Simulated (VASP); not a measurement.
Band structure of ZnF2 (rutile). Level of theory: vdW-DF-cx, VASP's PBE PAW potentials (set 64) (plane waves; VASP).

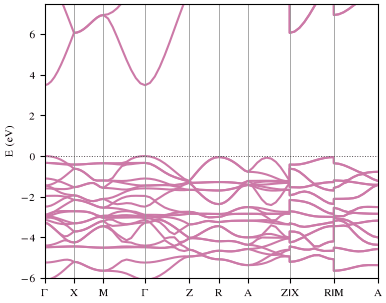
Figure: Bands along high-symmetry lines, zero at the valence-band maximum or, without a gap, the Fermi level

**Question.** Read the plot: is there a gap, and where are the band edges?

**Answer.** The gap is direct, 3.49 eV, from the valence maximum at Γ to the conduction minimum at Γ. (Edges off the drawn lines would not show.)

Measured: gap 7.50 eV (computed value off by -4.01 eV), as given by Dominik Kurzydłowski et al., Inorganic Chemistry (2020), arXiv:1912.01850 [midpoint of the printed range].

The compound is ZnF2 in the rutile structure. It was relaxed first.
